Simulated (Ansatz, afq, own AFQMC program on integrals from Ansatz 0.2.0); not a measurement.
# BNH₂ (triplet): quantum Monte Carlo beside coupled cluster at scale of all distances = 2.034, cc-pVDZ

How near does AFQMC come to the top of the ladder for BNH₂ (triplet)?

Computed with Ansatz 0.2.0, Gaussian basis, and an in-house AFQMC program (afq) on its integrals; all values are calculated. Level: cc-pVDZ, frozen cores.

Plan: PBE (unrestricted); r2SCAN (unrestricted); PBE0 (unrestricted); B3LYP (unrestricted); wB97M-V (unrestricted); B2PLYP (unrestricted); CCSD(T) on UHF; CCSDT(Q) on UHF; Phaseless AFQMC, CISD trial on UHF.

9 further runs of the same task are left out: 1 that didn't finish, 8 set aside as unsound or not needed.

### Step 1. The system

The geometry derives from a PBE0/def2-TZVP stationary point (not a proven minimum). All distances are scaled together.

4 atoms, charge 0, spin multiplicity 3.

Atoms are counted from 1 here; the program's logs count them from 0.

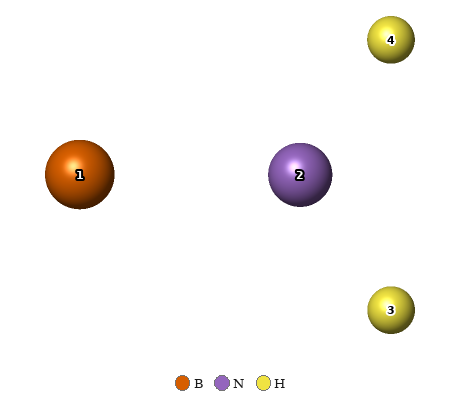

The geometry (boron orange, nitrogen purple, hydrogen yellow); atoms are numbered from 1 in the order of the file.

### Step 2. PBE (unrestricted)

The input, in.yaml:

```yaml
crystal:
  periodic: [false, false, false]
  atoms:
    - {symbol: B, position_ang: [0.000000, 0.000000, 1.746897]}
    - {symbol: N, position_ang: [0.000000, 0.000000, -1.034509]}
    - {symbol: H, position_ang: [0.000000, -1.710492, -2.180511]}
    - {symbol: H, position_ang: [0.000000, 1.710492, -2.180511]}
basis:
  gaussian: {orbitals: cc-pVDZ}
magnetization: {spin_polarized: true, initial_magnetization: 2}
hamiltonian: {xc: {name: PBE}}
output: {orbitals: {seedname: orbitals}}
```

Run with:

```console
> ansatz run in.yaml --threads 1 --pin off --events-out ev --progress --plain --max-ram 1382MiB
```

The program printed:

```text
Functional definition: PBE
  name "PBE"
  cite "Perdew, Burke & Ernzerhof, Phys. Rev. Lett. 77, 3865 (1996) doi:10.1103/PhysRevLett.77.3865"
  parent pbe
  parameter kappa = 0.804
  parameter beta = 0.06672455060314922
  exchange = pbe_x(kappa = kappa, mu = beta*pi^2/3)
  correlation = pbe_c(beta = beta)
468 factors; their error is unknown
mean field evaluation 1: about -2175.0690 eV, gradient 2.9e1 eV
mean field evaluation 2: about -1940.0883 eV, gradient 1.2e2 eV
mean field evaluation 4: about -2172.5264 eV, gradient 2.8e1 eV
mean field evaluation 8: about -2181.4067 eV, gradient 7.5e-2 eV
mean field evaluation 16: about -2181.3901 eV, gradient 7.8e-5 eV
mean field evaluation 32: about -2180.1645 eV, gradient 4.4e-5 eV
mean field evaluation 64: about -2180.7098 eV, gradient 1.3e-2 eV
mean field evaluation 96: about -2180.9519 eV, gradient 3.9e0 eV
mean field evaluation 128: about -2181.4544 eV, gradient 2.8e-1 eV
mean field evaluation 160: about -2180.7417 eV, gradient 1.5e0 eV
mean field evaluation 192: about -2180.1867 eV, gradient 1.7e0 eV
mean field evaluation 224: about -2181.4627 eV, gradient 2.1e-2 eV
mean field evaluation 256: about -2181.4161 eV, gradient 2.1e-1 eV
mean field -2181.46261500 eV, -80.1672724528 hartree, gradient 2.8e-6 eV, S^2 3.025973; 22 other end points of the search recorded, 0 dependent functions left out
reference -2181.46265398 eV, -80.1672738854 hartree; 8, 6 occupied and 30, 32 virtual orbitals, 468 factors
Total energy: -2181.46265398 eV, -80.1672738854 hartree
```

It took 4.7 s on 1 thread of AMD EPYC 9R45 (Zen 5), shared host.

From the report: ⟨S²⟩ of the determinant 3.026 (pure triplet: 2.00). The determinant is far from a pure spin state, so its energy mixes those of several spin states (harmless only where they are near-degenerate, as at dissociation).

### Step 3. r2SCAN (unrestricted)

in.yaml: that of step 2 with these lines changed.

```diff
@@ -10,3 +10,2 @@
 magnetization: {spin_polarized: true, initial_magnetization: 2}
-hamiltonian: {xc: {name: PBE}}
-output: {orbitals: {seedname: orbitals}}
+hamiltonian: {xc: {name: r2SCAN}}
```

Same command.

The program printed (excerpt; [...] marks lines left out):

```text
Functional definition: r2SCAN
  name "r2SCAN"
  cite "Furness, Kaplan, Ning, Perdew & Sun, J. Phys. Chem. Lett. 11, 8208 (2020) doi:10.1021/acs.jpclett.0c02405"
  cite "Furness, Kaplan, Ning, Perdew & Sun, J. Phys. Chem. Lett. 11, 9248 (2020) doi:10.1021/acs.jpclett.0c03077"
  parent r2scan
[...]
468 factors; their error is unknown
[...]
mean field -2183.45110114 eV, -80.2403479706 hartree, gradient 2.5e-6 eV, S^2 3.338378; 14 other end points of the search recorded, 0 dependent functions left out
reference -2183.45111412 eV, -80.2403484477 hartree; 8, 6 occupied and 30, 32 virtual orbitals, 468 factors
Total energy: -2183.45111412 eV, -80.2403484477 hartree
```

Wall time 6.5 s (1 thread of AMD EPYC 9R45 (Zen 5), shared host).

From the report: ⟨S²⟩ of the determinant 3.338 (pure triplet: 2.00). The determinant is far from a pure spin state, so its energy mixes those of several spin states (harmless only where they are near-degenerate, as at dissociation).

### Step 4. PBE0 (unrestricted)

in.yaml: that of step 3 with these lines changed.

```diff
@@ -10,2 +10,3 @@
 magnetization: {spin_polarized: true, initial_magnetization: 2}
-hamiltonian: {xc: {name: r2SCAN}}
+hamiltonian: {xc: {name: PBE0}}
+output: {orbitals: {seedname: orbitals}}
```

Launched as before.

The program printed (excerpt; [...] marks lines left out):

```text
Functional definition: PBE0
  name "PBE0"
  cite "Adamo & Barone, J. Chem. Phys. 110, 6158 (1999) doi:10.1063/1.478522"
  cite "Perdew, Burke & Ernzerhof, Phys. Rev. Lett. 77, 3865 (1996) doi:10.1103/PhysRevLett.77.3865"
  parent pbe
[...]
357 factors; integrals over basis functions are off by at most 8.8e-4 eV
[...]
mean field -2181.73709771 eV, -80.1773595063 hartree, gradient 5.9e-6 eV, S^2 3.444496; 10 other end points of the search recorded, 0 dependent functions left out
reference -2181.73712833 eV, -80.1773606316 hartree; 8, 6 occupied and 30, 32 virtual orbitals, 357 factors
Total energy: -2181.73712833 eV, -80.1773606316 hartree
```

Run time: 3.2 s. Hardware: 1 thread of AMD EPYC 9R45 (Zen 5), shared host.

From the report: ⟨S²⟩ of the determinant 3.444 (pure triplet: 2.00). The determinant is far from a pure spin state, so its energy mixes those of several spin states (harmless only where they are near-degenerate, as at dissociation).

### Step 5. B3LYP (unrestricted)

in.yaml: that of step 4 with these lines changed.

```diff
@@ -10,3 +10,2 @@
 magnetization: {spin_polarized: true, initial_magnetization: 2}
-hamiltonian: {xc: {name: PBE0}}
-output: {orbitals: {seedname: orbitals}}
+hamiltonian: {xc: {name: B3LYP}}
```

The command is unchanged.

The program printed (excerpt; [...] marks lines left out):

```text
Functional definition: B3LYP
  name "B3LYP"
  cite "Stephens, Devlin, Chabalowski & Frisch, J. Phys. Chem. 98, 11623 (1994) doi:10.1021/j100096a001"
  cite "Becke, Phys. Rev. A 38, 3098 (1988) doi:10.1103/PhysRevA.38.3098"
  cite "Lee, Yang & Parr, Phys. Rev. B 37, 785 (1988) doi:10.1103/PhysRevB.37.785"
  cite "Vosko, Wilk & Nusair, Can. J. Phys. 58, 1200 (1980) doi:10.1139/p80-159"
[...]
357 factors; integrals over basis functions are off by at most 8.8e-4 eV
[...]
mean field -2184.82665486 eV, -80.2908986373 hartree, gradient 3.1e-6 eV, S^2 3.299500; 11 other end points of the search recorded, 0 dependent functions left out
reference -2184.82690952 eV, -80.2909079959 hartree; 8, 6 occupied and 30, 32 virtual orbitals, 357 factors
Total energy: -2184.82690952 eV, -80.2909079959 hartree
```

It took 2.3 s on 1 thread of AMD EPYC 9R45 (Zen 5), shared host.

From the report: ⟨S²⟩ of the determinant 3.299 (pure triplet: 2.00). The determinant is far from a pure spin state, so its energy mixes those of several spin states (harmless only where they are near-degenerate, as at dissociation).

### Step 6. wB97M-V (unrestricted)

in.yaml: that of step 5 with these lines changed.

```diff
@@ -10,2 +10,3 @@
 magnetization: {spin_polarized: true, initial_magnetization: 2}
-hamiltonian: {xc: {name: B3LYP}}
+hamiltonian: {xc: {name: wB97M-V}}
+output: {orbitals: {seedname: orbitals}}
```

The command is unchanged.

The program printed (excerpt; [...] marks lines left out):

```text
Functional definition: wB97M-V
  name "wB97M-V"
  cite "Mardirossian & Head-Gordon, J. Chem. Phys. 144, 214110 (2016) doi:10.1063/1.4952647"
  cite "Becke, J. Chem. Phys. 107, 8554 (1997) doi:10.1063/1.475007"
  cite "Vydrov & Van Voorhis, J. Chem. Phys. 133, 244103 (2010) doi:10.1063/1.3521275"
  # Of w^i u^j: cxij and so on, Table III.
[...]
  gx(w, u) = 1 - cx + cx01*u + cx10*w
  gss(w, u) = css00 + css04*u^4 + css10*w + css20*w^2 + css43*w^4*u^3
  gos(w, u) = cos00 + cos10*w + (cos20 + cos21*u)*w^2 + (cos60 + cos61*u)*w^6
[...]
      + integral(e_c_pw_mod_opposite_spin*gos(b97_w_opposite, b97_u_opposite)) + vv10(b, c)
357 factors; integrals over basis functions are off by at most 8.8e-4 eV
116 factors; integrals over basis functions are off by at most 2.4e-5 eV
[...]
mean field -2183.33946862 eV, -80.2362455511 hartree, gradient 4.4e-6 eV, S^2 3.402416; 6 other end points of the search recorded, 0 dependent functions left out
reference -2183.33950584 eV, -80.2362469189 hartree; 8, 6 occupied and 30, 32 virtual orbitals, 357 factors
Total energy: -2183.33950584 eV, -80.2362469189 hartree
```

Run time: 9.5 s. Hardware: 1 thread of AMD EPYC 9R45 (Zen 5), shared host.

From the report: ⟨S²⟩ of the determinant 3.402 (pure triplet: 2.00). The determinant is far from a pure spin state, so its energy mixes those of several spin states (harmless only where they are near-degenerate, as at dissociation).

### Step 7. B2PLYP (unrestricted)

in.yaml: that of step 6 with these lines changed.

```diff
@@ -10,3 +10,3 @@
 magnetization: {spin_polarized: true, initial_magnetization: 2}
-hamiltonian: {xc: {name: wB97M-V}}
-output: {orbitals: {seedname: orbitals}}
+hamiltonian: {xc: {name: B2PLYP}}
+correlation: {electrons: outside_noble_gas}
```

Launched as before.

The program printed (excerpt; [...] marks lines left out):

```text
Functional definition: B2PLYP
  name "B2PLYP"
  cite "Grimme, J. Chem. Phys. 124, 034108 (2006) doi:10.1063/1.2148954"
  cite "Becke, Phys. Rev. A 38, 3098 (1988) doi:10.1103/PhysRevA.38.3098"
  cite "Lee, Yang & Parr, Phys. Rev. B 37, 785 (1988) doi:10.1103/PhysRevB.37.785"
[...]
357 factors; integrals over basis functions are off by at most 8.8e-4 eV
[...]
mean field -2181.21589533 eV, -80.1582056720 hartree, gradient 2.7e-10 eV, S^2 3.617071; 8 other end points of the search recorded, 0 dependent functions left out
2 core orbitals not correlated: weight in the atoms' cores, before any rotation towards them, 1.000 or more for the frozen orbitals, at most 0.000 for the correlated occupied ones
reference -2181.21605992 eV, -80.1582117207 hartree; 6, 4 occupied and 30, 32 virtual orbitals, 357 factors
second order -4.19053838 eV of doubles, -0.00000000 eV of singles
Total energy: -2182.34750528 eV, -80.1997915709 hartree
```

Run time: 4.1 s. Hardware: 1 thread of AMD EPYC 9R45 (Zen 5), shared host.

From the report: ⟨S²⟩ of the determinant 3.617 (pure triplet: 2.00). The determinant is far from a pure spin state, so its energy mixes those of several spin states (harmless only where they are near-degenerate, as at dissociation).

### Step 8. CCSD(T) on UHF

in.yaml: that of step 7 with these lines changed.

```diff
@@ -10,3 +10,2 @@
 magnetization: {spin_polarized: true, initial_magnetization: 2}
-hamiltonian: {xc: {name: B2PLYP}}
-correlation: {electrons: outside_noble_gas}
+correlation: {method: ccsd_t, electrons: outside_noble_gas, hamiltonian_folder: ham}
```

Launched as before.

The program printed (excerpt; [...] marks lines left out):

```text
Functional definition: HF
  name "HF"
  cite "Fock, Z. Phys. 61, 126 (1930) doi:10.1007/BF01340294"
  parent pbe
[...]
357 factors; integrals over basis functions are off by at most 8.8e-4 eV
[...]
mean field -2174.66945218 eV, -79.9176283236 hartree, gradient 1.2e-6 eV, S^2 3.807755; 30 other end points of the search recorded, 0 dependent functions left out
determinant -2174.66945218 eV, -79.9176283236 hartree, with singles and doubles -2179.03128878 eV, -80.0779228623 hartree
determinant -2174.66940131 eV, -79.9176264541 hartree, with singles and doubles -2179.03201979 eV, -80.0779497263 hartree
determinant -2174.32565274 eV, -79.9049939273 hartree, with singles and doubles -2178.71687784 eV, -80.0663684734 hartree
determinant -2174.22018064 eV, -79.9011178991 hartree, with singles and doubles -2178.44655644 eV, -80.0564343452 hartree
[...]
determinant -2174.66945218 eV, -79.9176283236 hartree, with singles and doubles -2179.10566130 eV, -80.0806560019 hartree
determinant -2174.66940131 eV, -79.9176264541 hartree, with singles and doubles -2179.10772817 eV, -80.0807319581 hartree
determinant -2174.32565274 eV, -79.9049939273 hartree, with singles and doubles -2178.80459396 eV, -80.0695919813 hartree
determinant -2174.18912822 eV, -79.8999767438 hartree, with singles and doubles -2178.60030235 eV, -80.0620844029 hartree
2 core orbitals not correlated: weight in the atoms' cores, before any rotation towards them, 1.000 or more for the frozen orbitals, at most 0.000 for the correlated occupied ones
reference -2174.66940131 eV, -79.9176264541 hartree; 6, 4 occupied and 30, 32 virtual orbitals, 357 factors
second order -3.15570347 eV of doubles, -0.00000000 eV of singles
cycle   1  -4.43832347 eV  change    3.4e-6 eV  update   4.3e-6
cycle   2  -4.43832190 eV  change    1.6e-6 eV  update   3.7e-6
perturbative correction -0.12765665 eV, -0.0046912952 hartree
Total energy: -2179.23537985 eV, -80.0854230706 hartree
```

Wall time 4.7 s (1 thread of AMD EPYC 9R45 (Zen 5), shared host).

From the report: ⟨S²⟩ of the determinant 3.808 (pure triplet: 2.00); correlation -4.5660 eV; T1 0.041; largest double amplitude 0.12. The determinant is far from a pure spin state, so its energy mixes those of several spin states (harmless only where they are near-degenerate, as at dissociation).

This run also writes the integrals to the folder ham.

### Step 9. CCSDT(Q) on UHF

in.yaml: that of step 8 with these lines changed.

```diff
@@ -10,2 +10,2 @@
 magnetization: {spin_polarized: true, initial_magnetization: 2}
-correlation: {method: ccsd_t, electrons: outside_noble_gas, hamiltonian_folder: ham}
+correlation: {method: ccsdt_q, electrons: outside_noble_gas}
```

Launched as before.

The program printed (excerpt; [...] marks lines left out):

```text
Functional definition: HF
  name "HF"
  cite "Fock, Z. Phys. 61, 126 (1930) doi:10.1007/BF01340294"
  parent pbe
[...]
674 factors; integrals over basis functions are off by at most 1.3e-7 eV
[...]
mean field -2174.66953104 eV, -79.9176312217 hartree, gradient 1.2e-6 eV, S^2 3.807754; 30 other end points of the search recorded, 0 dependent functions left out
determinant -2174.66953104 eV, -79.9176312217 hartree, with singles and doubles -2179.03136155 eV, -80.0779255363 hartree
determinant -2174.66947279 eV, -79.9176290812 hartree, with singles and doubles -2179.03208550 eV, -80.0779521413 hartree
determinant -2174.32571558 eV, -79.9049962368 hartree, with singles and doubles -2178.71693298 eV, -80.0663704997 hartree
determinant -2174.22025460 eV, -79.9011206171 hartree, with singles and doubles -2178.44663275 eV, -80.0564371492 hartree
[...]
determinant -2174.66953104 eV, -79.9176312217 hartree, with singles and doubles -2179.10573173 eV, -80.0806585902 hartree
determinant -2174.66947279 eV, -79.9176290812 hartree, with singles and doubles -2179.10779168 eV, -80.0807342920 hartree
determinant -2174.32571558 eV, -79.9049962368 hartree, with singles and doubles -2178.80464668 eV, -80.0695939186 hartree
determinant -2174.18919453 eV, -79.8999791808 hartree, with singles and doubles -2178.60036971 eV, -80.0620868783 hartree
2 core orbitals not correlated: weight in the atoms' cores, before any rotation towards them, 1.000 or more for the frozen orbitals, at most 0.000 for the correlated occupied ones
reference -2174.66947279 eV, -79.9176290812 hartree; 6, 4 occupied and 30, 32 virtual orbitals, 674 factors
second order -3.15570760 eV of doubles, -0.00000000 eV of singles
cycle   1  -3.86909814 eV  change   -7.1e-1 eV  update   7.8e-2
[...]
cycle   9  -4.72473934 eV  change   -3.6e-7 eV  update   3.3e-7
perturbative correction -0.01734859 eV, -0.0006375488 hartree
Total energy: -2179.41156072 eV, -80.0918975982 hartree
```

It took 20 s on 1 thread of AMD EPYC 9R45 (Zen 5), shared host; peak memory 0.31 GiB.

From the report: ⟨S²⟩ of the determinant 3.808 (pure triplet: 2.00); correlation -4.7421 eV; T1 0.068; largest double amplitude 0.23. The determinant is far from a pure spin state, so its energy mixes those of several spin states (harmless only where they are near-degenerate, as at dissociation).

### Step 10. Phaseless AFQMC, CISD trial on UHF

It reads the integrals that the CCSD(T) run on this determinant wrote.

Run with:

```console
> afq ham --method phaseless --trial cisd --walkers 60 --populations 1 --least-time 40 --time-step 0.005 --steps-per-block 50 --equilibration-blocks 40 --max-blocks 300 --target-error 0.00076 --factor-cut 1e-05 --start spin_pure --seed 1000 --release-times 0.24,0.51,0.99,1.62,2.4 --release-step 0.03 --release-every 4 --taylor-order 6
```

The program printed:

```text
orbitals 36  electrons 6 4  factors 221 of 357
reference energy -79.91762645 Eh
CCSD correlation -0.16310481 Eh in 25 cycles, weight of the determinant in the CISD state 0.8171
energy of the start -80.037691 Eh
 block  time / (1/Eh)  mean weight  energy / Eh
     1     0.250  0.9987  -80.056318
     2     0.500  0.9990  -80.066848
     3     0.750  1.0000  -80.072274
     4     1.000  1.0016  -80.082040
     5     1.250  1.0002  -80.082799
     6     1.500  1.0019  -80.088386
     7     1.750  0.9985  -80.089169
     8     2.000  1.0002  -80.089629
     9     2.250  0.9997  -80.092750
    10     2.500  1.0005  -80.091241
    11     2.750  0.9979  -80.088583
    16     4.000  1.0003  -80.090748
    21     5.250  0.9976  -80.101035
    26     6.500  1.0003  -80.090848
    31     7.750  1.0011  -80.096685
    36     9.000  1.0016  -80.091225
    41    10.250  1.0016  -80.091799
    46    11.500  0.9996  -80.088699
    51    12.750  1.0010  -80.096472
    56    14.000  1.0005  -80.089096
    61    15.250  0.9987  -80.087489
    66    16.500  1.0008  -80.095716
    71    17.750  0.9991  -80.089153
    76    19.000  0.9976  -80.088103
    81    20.250  1.0007  -80.086681
    86    21.500  1.0005  -80.082559
    91    22.750  0.9996  -80.094212
    96    24.000  1.0027  -80.095323
   101    25.250  1.0036  -80.093534
   106    26.500  1.0006  -80.109480
   111    27.750  0.9990  -80.080999
   116    29.000  0.9967  -80.086568
   121    30.250  1.0014  -80.086531
   126    31.500  1.0012  -80.090365
   131    32.750  0.9991  -80.080755
   136    34.000  1.0006  -80.082272
   141    35.250  1.0026  -80.084797
   146    36.500  0.9951  -80.086712
   151    37.750  1.0010  -80.087849
   156    39.000  0.9996  -80.087737
   161    40.250  1.0016  -80.091417
   166    41.500  1.0012  -80.086662
   171    42.750  1.0013  -80.080369
   176    44.000  1.0001  -80.093771
   181    45.250  0.9967  -80.080944
   186    46.500  1.0004  -80.083289
   191    47.750  0.9982  -80.084484
   196    49.000  0.9994  -80.083784
blocks merged  error / Eh  count
     1  0.000413  160
     2  0.000522  80
     4  0.000593  40
     8  0.000655  20
    16  0.000825  10
released: time / (1/Eh)  energy / Eh  error  mean overlap
  0.24  -80.092190  0.000714  0.9875
  0.51  -80.092454  0.000905  0.9969
  0.99  -80.092431  0.000997  1.0036
  1.62  -80.094766  0.001388  0.9752
  2.40  -80.097574  0.002005  0.9215
energy -80.089585 +/- 0.000655 Eh
```

Run time: 1.8 min. Hardware: 1 thread of AMD EPYC 9R45 (Zen 5), shared host.

Energy -2179.3486 ± 0.0178 eV. Caveats: constraint bias not in the error. The error still grows with block length (0.0161 to 0.0225 eV), so the bar may be too small.

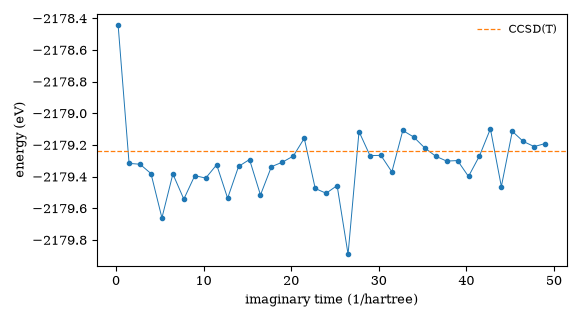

Block energies along the walk.

### Step 11. All levels side by side

On the UHF determinant, counted from CCSDT(Q) (a yardstick, not exact):

| level | energy (eV) | from CCSDT(Q) (kJ/mol) | statistical error (kJ/mol) | time |
| --- | --- | --- | --- | --- |
| HF | -2174.6694 | +457.5 |  |  |
| MP2 | -2177.8251 | +153.1 |  |  |
| CCSD | -2179.1077 | +29.3 |  |  |
| CCSD(T) | -2179.2354 | +17.0 |  |  |
| CCSDT(Q) | -2179.4116 | 0.0 |  |  |
| Phaseless AFQMC, CISD trial, step 0.005, 60 walkers | -2179.3486 | +6.1 | 1.7 | 1.8 min |

The functionals' totals stand on their own zeros and serve differences with other points: PBE -2181.463 eV; r2SCAN -2183.451 eV; PBE0 -2181.737 eV; B3LYP -2184.827 eV; wB97M-V -2183.340 eV; B2PLYP -2182.348 eV.

### Step 12. Results

| quantity | value |
| --- | --- |
| CCSD(T) on UHF from CCSDT(Q) | +17.0 kJ/mol |
| Phaseless AFQMC, CISD trial on UHF from CCSDT(Q) | +6.1 ± 1.7 kJ/mol |

What this shows: On UHF the phaseless walk with the CISD trial lies +6.1 kJ/mol from CCSDT(Q), 4 times its error bar. Error bars are statistical and leave out the constraint, the time step and what remains of the start.
